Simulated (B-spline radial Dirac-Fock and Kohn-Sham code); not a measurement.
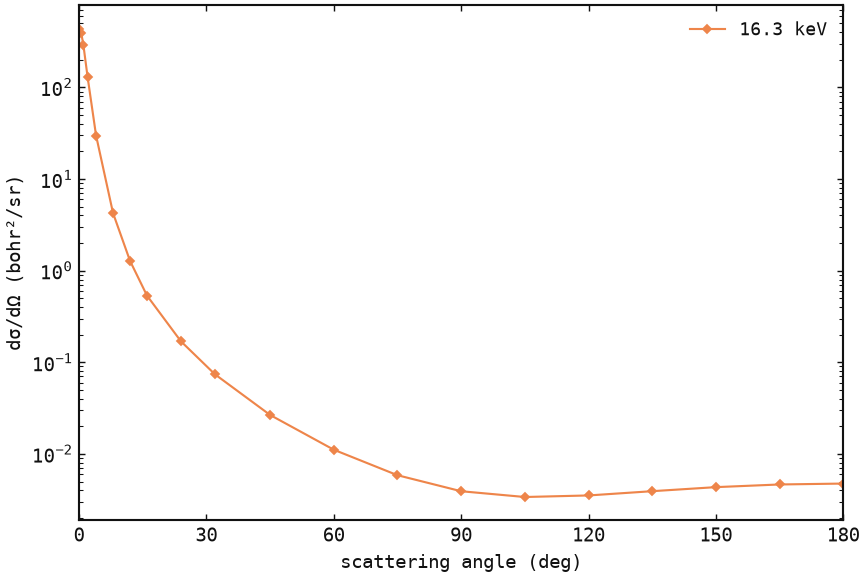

Differential cross section for elastic electron scattering against angle at 16.3 keV, computed at the marked angles. The figure is for neutral Bi. Method: Dirac partial waves in the static Dirac–Fock field with Furness–McCarthy exchange, no polarisation or absorption (computed with a B-spline radial atomic code).

Describe what the figure shows.

At 16.3 keV the cross section is 436 bohr²/sr at 0°, 0.0039 at 90° and 0.0047 at 180°, with a minimum near 105°; the integral is 2.58 bohr².
